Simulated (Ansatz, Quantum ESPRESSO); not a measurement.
# Mode couplings of AlRh in the L11 ordering in a second program, part 5 of 6

Each step names its level of theory.

So far, highest frequency, solved or plainly interpolated (cm⁻¹): step 4 (phonons and couplings with ph.x: cold smearing of 0.2 eV) 348. The relaxed cell has a = 2.839, c = 11.853 Å (conventional setting).

The structure was built from a prototype and need not be the compound's stable phase.

**7. Electron–phonon run: cold smearing of 0.2 eV**

A first run on coarse meshes.

This step: DFT PBEsol, scalar-relativistic, plane waves, PAW (Ansatz 0.2.0).

input.yaml reads:

```yaml
crystal:
  lattice:
    - [3.6196073641, 1.6119566813, 1.6119566813]
    - [1.6119566813, 3.6196073641, 1.6119566813]
    - [1.6119566813, 1.6119566813, 3.6196073641]
  atoms:
    - { symbol: Al, position: [0.0, 0.0, 0.0] }
    - { symbol: Rh, position: [0.5, 0.5, 0.5] }
kpoints:
  mp_grid: { grid: [6, 6, 6] }
hamiltonian:
  xc: pbesol
scf:
  occupations: { method: cold, width: 0.2 }
output:
  eigenvalues: true
phonons:
  method: dfpt
  qmesh: [2, 2, 2]
  temperatures: { t_max: 1000, t_step: 50 }
  qpath:
    path:
      - [[0.0, 0.0, 0.0], [0.5, 0.5, 0.5], [0.80464562, 0.19535438, 0.5]]
      - [[0.5, -0.19535438, 0.19535438], [0.5, 0.0, 0.0], [0.0, 0.0, 0.0], [0.34767719, -0.34767719, 0.0]]
      - [[0.65232281, 0.0, 0.34767719], [0.5, 0.0, 0.5], [0.0, 0.0, 0.0]]
    npoints: 10
  electrical_resistivity:
    mesh: [12, 12, 12]
    temperatures: [20.0, 50.0, 77.0, 100.0, 150.0, 200.0, 300.0, 400.0, 600.0, 800.0]
  electron_occupations: "off"
```

Started as:

```bash
$ ansatz run input.yaml --threads 4 --pin off --max-ram 8192MiB --backend cpu --events-out ev --progress --plain --runs-dir out
```

Numbers of over 12 decimals in the logs are rounded to 6 here.

Log:

```text
[...]
Crystal: 2 atoms, lattice volume = 27.584 Å³
Basis set: ecut = 420 eV, 535 PW (Γ), exchange–correlation on 60×60×60 points (8 copies of the dense FFT grid, shifted against one another)
Bands: 14, of which v1, the nominal top of the filled ones, is band 10 counted from 1 (9 counted from 0)
Symmetry: 12 space group operations
k-points: 32 of 216
[...]
SCF iter   1: F=—  HF=-6864.725598 eV  |F-HF|=—  |Δ(HF+E_count)|=         —  Δρ=7.04e-3  dr2=5.74e-3  ethr=1.77e-3  ⟨swp⟩=4.2  Hψ=2129  notcnv=0
[...]
SCF iter   7: F=-6864.725204 eV  HF=-6864.725204 eV  |F-HF|=9.09e-13  |Δ(HF+E_count)|=  4.55e-12  S|Δr|=    0.00e0  Δρ=8.00e-8  dr2=9.25e-13  ethr=1.00e-12  ⟨swp⟩=5.1  Hψ=1758  notcnv=0
SCF 1 converged in 7 iterations: F = -6864.725204 eV  dr2 = 9.25e-13
[...]
iter 1 solved again at ethr=2.23e-8 eV; its pass at ethr=3.10e-3 eV (dr2=4.47e-6 eV) is discarded
SCF iter   1: F=—  HF=-6864.725204 eV  |F-HF|=—  |Δ(HF+E_count)|=         —  Δρ=3.88e-7  dr2=1.98e-11  ethr=2.23e-8  ⟨swp⟩=3.0  Hψ=3414  notcnv=0
eigensolver tolerance schedule: the retry pair's looser diagonalisation over-reported the residual by 225842.14 of it (diagonalisation noise at an unbounded share of the residual, at the tolerance the schedule requests for it); recorded, not acted on — ethr = c·dr2/N_el stays at c = 1.0e-1
[...]
SCF iter   2: F=—  HF=-6864.725204 eV  |F-HF|=—  |Δ(HF+E_count)|=   2.83e-7  S|Δr|=    0.00e0  Δρ=2.28e-7  dr2=6.41e-12  ethr=1.00e-12  ⟨swp⟩=2.8  Hψ=2160  notcnv=0
SCF iter   3: F=-6864.725204 eV  HF=-6864.725204 eV  |F-HF|=1.82e-12  |Δ(HF+E_count)|=  1.82e-12  S|Δr|=    0.00e0  Δρ=1.40e-7  dr2=1.93e-12  ethr=1.00e-12  ⟨swp⟩=1.0  Hψ=1024  notcnv=0
SCF 2 converged in 3 iterations: F = -6864.725204 eV  dr2 = 1.93e-12
phonons: the bands overlap, so this run is a metal and interpolates without the dipole-dipole term. If the crystal is really an insulator or semiconductor, its LO-TO splitting is missing
NSCF: frozen V_eff on 32 k-points
[...]
DFPT response loops at q = (0, 0, 0) (fractional): preconditioner auto → Kerker (q_TF=auto, 2.586 Å⁻¹) (partly filled bands, converged f_vac=0.000); β = 1.00, the filter's whole step (`scf.mixing.beta` (0.50) is not read by the response loops under this deck's `scf.mixing.preconditioner`; to damp them name `kerker` or `kerker_dos`, under which they read `scf.mixing.beta`, and type it under 1.00, their step now; both keys bind the ground state too); Broyden in place of MSR1
[...]
SCF iter   1: F=—  HF=-6864.725598 eV  |F-HF|=—  |Δ(HF+E_count)|=         —  Δρ=7.04e-3  dr2=5.74e-3  ethr=1.77e-3  ⟨swp⟩=4.2  Hψ=2129  notcnv=0
[...]
SCF iter   7: F=-6864.725204 eV  HF=-6864.725204 eV  |F-HF|=1.82e-12  |Δ(HF+E_count)|=  9.09e-12  S|Δr|=    0.00e0  Δρ=7.98e-8  dr2=9.23e-13  ethr=1.00e-12  ⟨swp⟩=2.7  Hψ=935  notcnv=0
SCF 3 converged in 7 iterations: F = -6864.725204 eV  dr2 = 9.23e-13
[...]
SCF converged after 7 iterations
Stability not checked: this state was not tested for a lower state beside it, because cold or Methfessel-Paxton smearing, or corrected tetrahedra, fill the levels in a way that the test cannot read (fill_not_monotonic; see scf.lower_state_search)
Free energy (F): -6864.725204 eV
[...]
Internal energy: -6864.740034 eV  (E = F + TS)
E sigma→0 (E₀):  -6864.730147 eV
Entropy (-TS):   0.014830 eV (7.415 meV/atom)
Fermi energy:    15.512369 eV
Step filling:    the computed levels leave a gap of 0.2586 eV = 1.3 smearing widths at the electron count; against every level under it full and every level over it empty, smearing changes F+E_penalty+E_count by +8.806 meV and its σ→0 estimate by +3.862 meV
[...]
--- Band table (eV; the first three rows and the last of 32) ---
  k-point 0: bands = [... 6 lower, 13.2457, 13.2457, 14.5170, 14.5170, 14.8963, 20.8979, 28.1154, 28.1154]
  k-point 1: bands = [... 6 lower, 12.6843, 12.9967, 13.8157, 14.3171, 16.8291, 21.2336, 23.9292, 26.7994]
  k-point 2: bands = [... 6 lower, 12.0024, 13.2132, 13.8927, 15.2272, 17.8982, 19.7789, 22.6661, 25.9298]
  k-point 31: bands = [... 6 lower, 12.6276, 13.2316, 13.2316, 14.6653, 14.6653, 24.8636, 27.8059, 27.8059]
--- Phonons (Γ-DFPT): 2 representative perturbations + reference (Σ response iterations 9) ---
  ASR residual: 2.398e-5 → 0.000e0 eV/Å²; symmetrization residual: 2.135e-7 eV/Å²
  ASR residual per site (eV/Å²): 1.32e-5 2.40e-5
  Γ frequencies (cm⁻¹): 0.00 0.00 0.00 189.03 189.03 338.74
--- Phonons (arbitrary-q DFPT): 4 irreducible q on the 2×2×2 mesh ---
  q = [0.0000, 0.0000, 0.0000] (star 1, of the zone-centre solve; hermiticity 8.75e-8, symmetrization 5.94e-13): 0.00 0.00 0.00 189.03 189.03 338.74
  q = [0.0000, 0.0000, -0.5000] (star 3, 4 solved perturbations in 360 linear systems a pass and spin channel, the states on 112 of 216 k-point pairs; hermiticity 5.81e-9, symmetrization 8.19e-14): 143.03 147.92 205.66 243.81 323.92 333.30
[...]
q = [-0.5000, -0.5000, -0.5000] (star 1, 2 solved perturbations on 68 of 216 k-point pairs; hermiticity 3.08e-13, symmetrization 3.99e-13): 67.19 67.19 172.66 187.23 187.23 403.69
  sum rule: each row above includes the acoustic sum rule's correction from the zone centre's row sums; it moved no ω² by more than (0.45 cm⁻¹)²
  mesh force constants: q→R imaginary residual 2.52e-17; ASR residual 2.398e-5 → 0.000e0 eV/Å²; symmetrization residual 7.105e-15 eV/Å²
  interpolated dispersion: 73 rows × 6 modes
  density of states and harmonic sums: on the 26×26×26 q-mesh, interpolated from the force constants of a 2×2×2 supercell (no non-analytic term)
  largest difference from the sums on the solved wave vectors: F 6.03e-2 eV, S 9.26e-5 and C_V 3.23e-5 eV/K
  zero-point energy: 0.078504 eV/cell   skipped modes (ω ≤ 0): 3   left out of the sums: 2.84e-5 of the cell's modes: C_V's classical limit lies that fraction below 3 k_B per atom; for a crystal, a wire or a layer, F and S can be off by more, and a phonons.interpolated_qmesh denser along its periods is the remedy for the sampling
--- Electrical resistivity: potentials and phonons of a 2×2×2 supercell ---
  scattering by harmonic phonons alone, with no dipole-dipole term; scattering by other electrons, impurities, surfaces and spin disorder is left out, and so is spin–orbit coupling
  the resistivity is that of a variational response, whose dependence on the energy is improved iteratively
  at the Fermi level of each mesh (of a tensor a third of its trace):
           mesh   spin    states/(eV spin)  plasma energy (eV)         λ      λ_tr    ħω_log (meV)
       12×12×12                     0.6645              6.9136    0.5389    0.5537          17.790
          6×6×6                     0.6715              6.5020    0.5498    0.5868          18.138
          3×3×3                     0.6558              6.9188    0.6446    0.7576          18.801
  resistivity on the deck's mesh, µΩ·cm:
     T (K)       trace/3  mesh converged            xx            yy            zz    lowest order   relaxation time
     20.00     8.9321e-3              no     8.9321e-3     8.9321e-3     8.9321e-3       2.4686e-2         1.1894e-2
     50.00     5.3808e-1              no     5.3808e-1     5.3808e-1     5.3808e-1       7.8134e-1         5.4050e-1
     77.00      1.7681e0              no      1.7681e0      1.7681e0      1.7681e0        2.1032e0          1.6716e0
    100.00      3.0217e0              no      3.0217e0      3.0217e0      3.0217e0        3.3632e0          2.8221e0
    150.00      5.8197e0              no      5.8197e0      5.8197e0      5.8197e0        6.1618e0          5.4419e0
    200.00      8.5473e0              no      8.5473e0      8.5473e0      8.5473e0        8.9194e0          8.0293e0
    300.00      1.3817e1              no      1.3817e1      1.3817e1      1.3817e1        1.4312e1          1.3046e1
    400.00      1.8983e1              no      1.8983e1      1.8983e1      1.8983e1        1.9637e1          1.7964e1
    600.00      2.9226e1              no      2.9226e1      2.9226e1      2.9226e1        3.0240e1          2.7721e1
    800.00      3.9351e1              no      3.9351e1      3.9351e1      3.9351e1        4.0775e1          3.7369e1
  mean free path at 20 K (of a tensor a third of its trace): 17766 nm by what each carries, 8600 by the Fermi surface alone
[...]
Hall coefficient in a weak field at 50 K (a third of the trace): -7.140e-11 m³/C (as a tensor it moves by 42.6 % between the two finest meshes); by each state's relaxation time: -6.889e-11 m³/C; by a constant relaxation time: (none: it, or that of a finer mesh, parts from a neighbouring mesh's by over half of the finer one's)
[...]
the resistivity times a path that all electrons share, by the Fermi surface of the deck's mesh alone (a third of the trace): 7.155e-16 Ω·m²
  not converged in the mesh (λ; λ_tr; the resistivity at 20 K by 5.43 %; the resistivity at 50 K by 17.79 %; the resistivity at 77 K by 22.07 %; the resistivity at 100 K by 24.26 %; the resistivity at 150 K by 26.39 %; the resistivity at 200 K by 26.93 %; the resistivity at 300 K by 26.48 %; the resistivity at 400 K by 25.39 %; the resistivity at 600 K by 23.08 %; the resistivity at 800 K by 21.28 %): between neighbo [...]
  vibrations of 8 cells: unjudged by the run; compare a larger repeat
  the changes of the potential over all sites missed a rigid shift's by 0.00 % (the site terms' by 0.00 %)
  between the force constants' wavevectors the phonons are obtained by Fourier interpolation alone: phonons.electron_occupations is off
```

Run time: 58 s. Hardware: 4 threads of Arm Neoverse V1, shared host; peak memory 0.63 GiB.

Numbers from this step:

```yaml
zero_point_energy: 0.07850 eV/cell
share_of_imaginary_modes_in_the_plain_interpolation_between_solved_wavevectors: 0
highest_frequency_solved_or_plainly_interpolated: 403.7 cm⁻¹
debye_temperature_second_moment: 425 K
resistivity_at_300_k: 13.82 μΩ cm, mean of the axes
coupling_constant_lambda: 0.5389
density_of_states_at_the_fermi_level: 0.6645 states/eV a spin and cell
log_mean_phonon_energy_omega_log: 17.79 meV
transport_coupling_constant_lambda_tr: 0.5537, 0.5537, 0.5537 (xx, yy, zz)
drude_plasma_energy: 6.914, 6.914, 6.914 eV (xx, yy, zz)
resistivity_times_mean_free_path: 7.155, 7.155, 7.155 × 10⁻¹⁶ Ω m² (xx, yy, zz)
second_moment_phonon_energy_omega: 21.75 meV, from the broadened α²F curve
coupling_lambda_by_branch: 0.148, 0.175, 0.115, 0.0235, 0.0496, 0.0276 (branches by rank of frequency)
```

Solved on the 2×2×2 mesh alone; all other wavevectors are interpolated. Phonon branches along the path, in cm⁻¹:

```
     point  branch 1  branch 2  branch 3  branch 4  branch 5  branch 6
         Γ         0         0         0       189       189       339
         T        67        67       173       187       187       404
        H2       139       146       175       282       316       320
jump to H0       139       146       175       282       316       320
         L       143       148       206       244       324       333
         Γ         0         0         0       189       189       339
        S0       139       148       176       291       307       321
jump to S2       139       148       176       291       307       321
         F       110       112       156       240       319       341
         Γ         0         0         0       189       189       339
```

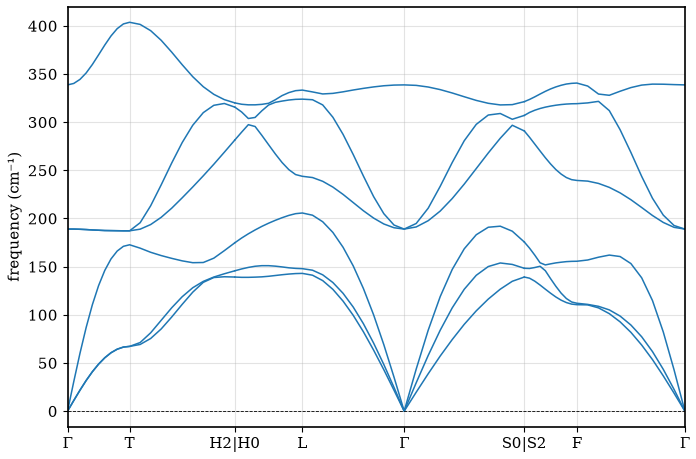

Phonon branches along the path.

The Eliashberg function α²F has structure finer than the step of the table below, so its rows give means over 2.5 meV, whole bins alone (the curve runs from 0.196 to 49.9 meV). Peaks (meV: height): α²F 17.01: 0.453, 18.57: 0.579, 39.69: 0.272; α²F tr 17.01: 0.521, 18.57: 0.633, 39.69: 0.335.

Table of Eliashberg function α²F by phonon energy; means over each step:

```csv
phonon energy (meV),α²F,α²F tr
2.5,5.3e-4,2.0e-4
5.0,0.00657,0.00389
7.5,0.0283,0.0216
10.0,0.0787,0.0709
12.5,0.153,0.150
15.0,0.295,0.340
17.5,0.406,0.453
20.0,0.240,0.263
22.5,0.148,0.155
25.0,0.0456,0.0415
27.5,0.0362,0.0298
30.0,0.0671,0.0600
32.5,0.0798,0.0708
35.0,0.0810,0.0727
37.5,0.108,0.106
40.0,0.177,0.202
42.5,0.0652,0.0586
45.0,0.0520,0.0333
47.5,0.0425,0.0236
```

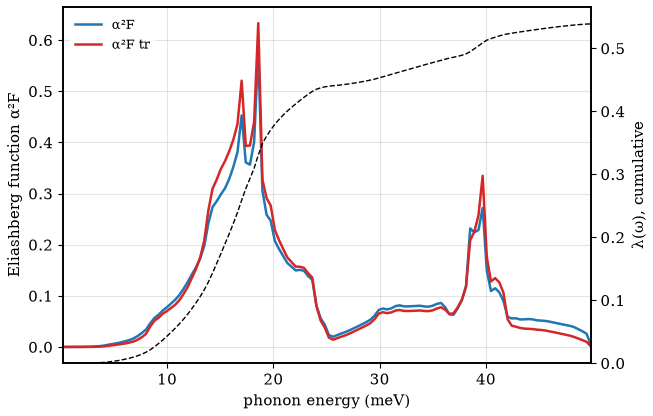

Eliashberg function α²F, plotted against phonon energy. The dashed line is the running λ.

Phonon-limited, linearised Boltzmann equation on a 12x12x12 mesh. The resistivity, along x by temperature:

```csv
temperature (K),"resistivity, along x (μΩ cm)"
20,0.00893
50,0.538
77,1.77
100,3.02
150,5.82
200,8.55
300,13.8
400,19.0
600,29.2
800,39.4
```

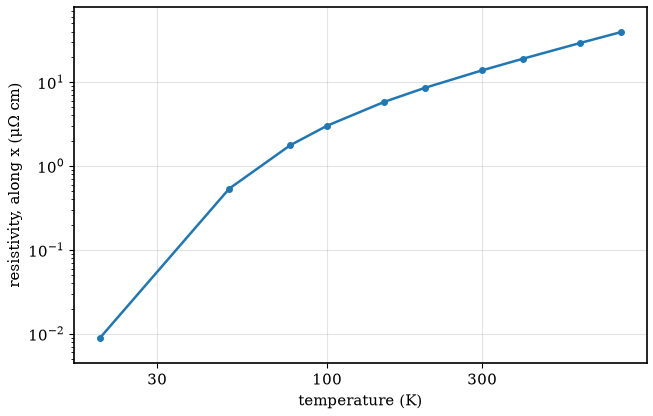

Resistivity, along x against temperature.

The crystal's axes do not lie along x, y and z, so these columns mix them; the principal values at 300 K are 8.66, 16.4 and 16.4 μΩ cm. Resistivity, by row:

```csv
T (K),ρ_xx (μΩ cm),ρ_yy,ρ_zz,"ρ by Ziman's lowest order, mean","ρ by relaxation times, mean",within 2 % of the coarser mesh
20,0.008932,0.008932,0.008932,0.02469,0.01189,no
50,0.5381,0.5381,0.5381,0.7813,0.5405,no
77,1.768,1.768,1.768,2.103,1.672,no
100,3.022,3.022,3.022,3.363,2.822,no
150,5.82,5.82,5.82,6.162,5.442,no
200,8.547,8.547,8.547,8.919,8.029,no
300,13.82,13.82,13.82,14.31,13.05,no
400,18.98,18.98,18.98,19.64,17.96,no
600,29.23,29.23,29.23,30.24,27.72,no
800,39.35,39.35,39.35,40.78,37.37,no
```

Some points of the scattering mesh along the symmetry lines, up to three branches each (those of largest λ), at most 39 rows; the frequencies are those of the scattering step, which can differ from the solved and plainly interpolated ones; single rows converge slowly. Mode couplings:

```csv
q1,q2,q3,branch,ħω (meV),λ_q,half width (meV)
0.1667,0.1667,0.1667,1,4.33,0.184,0.00719
0.1667,0.1667,0.1667,2,4.33,0.184,0.00719
0.1667,0.1667,0.1667,3,11.8,0.197,0.0571
0.3333,0.3333,0.3333,1,7.32,0.201,0.0225
0.3333,0.3333,0.3333,2,7.32,0.201,0.0225
0.3333,0.3333,0.3333,6,47.93,0.259,1.24
0.5,0,0,1,17.73,0.0671,0.044
0.5,0,0,2,18.34,0.0532,0.0373
0.5,0,0,3,25.5,0.0621,0.0843
0.3333,0,0,1,15.21,0.0948,0.0458
0.3333,0,0,3,22.42,0.131,0.138
0.3333,0,0,5,37.15,0.116,0.335
0.1667,0,0,1,8.65,0.119,0.0187
0.1667,0,0,3,13.56,0.119,0.0458
0.1667,0,0,5,28.46,0.143,0.241
0.3333,0,0.3333,1,12.23,0.0973,0.0304
0.3333,0,0.3333,2,12.8,0.258,0.0882
0.3333,0,0.3333,3,20.09,0.183,0.154
0.1667,0,0.1667,2,8.34,0.33,0.0479
0.1667,0,0.1667,3,15.34,0.23,0.113
0.1667,0,0.1667,5,28.28,0.119,0.198
```

Largest shares of lambda; single rows converge slowly. Strongest modes:

| q1 | q2 | q3 | star | branch | ħω (meV) | λ_q | half width (meV) |
| --- | --- | --- | --- | --- | --- | --- | --- |
| 0.25 | 0.4167 | -0.5 | 12 | 2 | 14.28 | 0.3822 | 0.1627 |
| 0.3333 | -0.5 | -0.4167 | 12 | 2 | 13.98 | 0.3775 | 0.154 |
| 0.3333 | 0.4167 | -0.4167 | 12 | 2 | 13.62 | 0.3586 | 0.1388 |
| 0.25 | 0.3333 | -0.5 | 12 | 1 | 12.55 | 0.3183 | 0.1046 |
| 0.1667 | 0.3333 | 0.4167 | 12 | 2 | 13.81 | 0.3077 | 0.1224 |
| 0.1667 | 0.25 | 0.4167 | 12 | 1 | 12.42 | 0.2912 | 0.09383 |
| 0.3333 | 0.4167 | -0.5 | 12 | 2 | 11.57 | 0.2851 | 0.07963 |
| 0.25 | 0.3333 | 0.4167 | 12 | 2 | 11.73 | 0.2811 | 0.08071 |

(Part 5 of 6 ends here.)

[Logs are printed without paths, hosts, clocks, repeated set-up lines and the standing remarks that a program may print on its own settings, such as how far it seeks lower states.]

[Hosts, paths, dates, database ids (printed as entryN), source tags and the programs' standing remarks are cut or masked in the printed files.]
